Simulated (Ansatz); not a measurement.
Process, species as SMILES: [Ge][Cl] (Cl-Ge) → Cl atom + Ge atom
B3LYP-D3(BJ)/def2-TZVP geometries, fixed; electronic energies without zero-point terms.

Basis-set convergence of the atomisation energy at CCSD(T) with Ansatz (a first-principles code). Cartesian d functions, on some or all atoms, in 6-31G; all else is spherical. Cores are frozen (with 3d on Ga to Br). Open shells are unrestricted. No added dispersion term, no relativity. Functions are those of the species that has most. Reference: Hartree-Fock in aug-cc-pV(Q+d)Z plus the correlation part extrapolated as X^-3 from aug-cc-pV(T+d)Z and aug-cc-pV(Q+d)Z, 94.95 kcal/mol, itself unsure by roughly 0.69 kcal/mol (a third of the extrapolation step and of the last Hartree-Fock step). Deviations are taken from unrounded values.

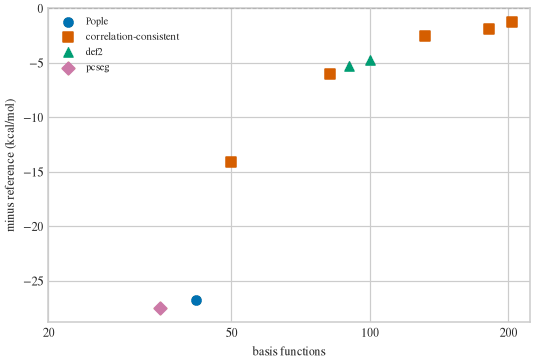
Deviation from the reference against the number of basis functions, by family of sets.

| basis | functions | atomisation energy (kcal/mol) | minus reference (kcal/mol) |
|---|---|---|---|
| pcseg-0 | 35 | 67.46 | -27.49 |
| 6-31G | 42 | 68.18 | -26.77 |
| cc-pV(D+d)Z | 50 | 80.82 | -14.13 |
| cc-pV(T+d)Z | 82 | 88.91 | -6.04 |
| def2-TZVPP | 90 | 89.62 | -5.33 |
| def2-TZVPD | 100 | 90.21 | -4.74 |
| cc-pV(Q+d)Z | 132 | 92.38 | -2.57 |
| aug-cc-pV(Q+d)Z | 182 | 93.09 | -1.86 |
| cc-pV(5+d)Z | 204 | 93.69 | -1.26 |
